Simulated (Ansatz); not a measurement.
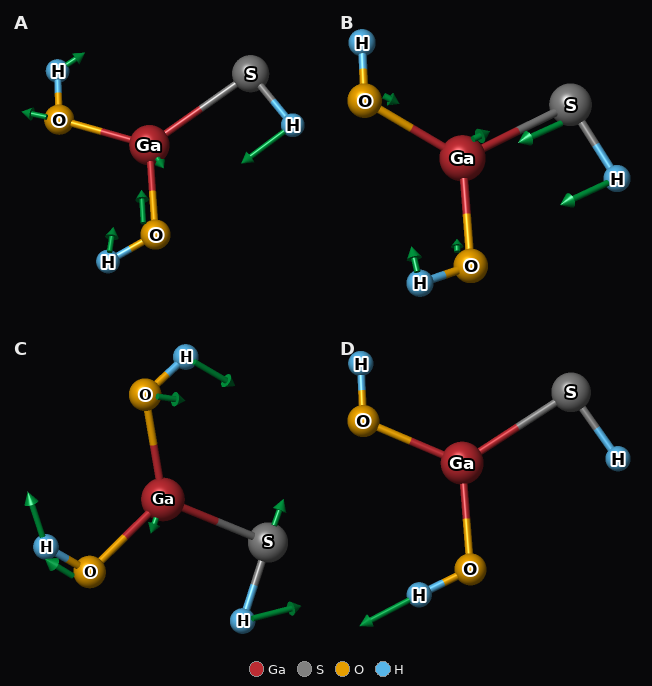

4 normal modes of one molecule or complex, as arrows. Harmonic vibrations computed with RKS PBE0-D4/def2-TZVP (Ansatz 0.2.0) at a stationary point of the same level.

**Match the panels to the wavenumbers 127 cm⁻¹, 411 cm⁻¹, 726 cm⁻¹, 3891 cm⁻¹.**

A: 726 cm⁻¹
B: 411 cm⁻¹, Ga–S stretching
C: 127 cm⁻¹, O–Ga–S bending
D: 3891 cm⁻¹, O–H stretching
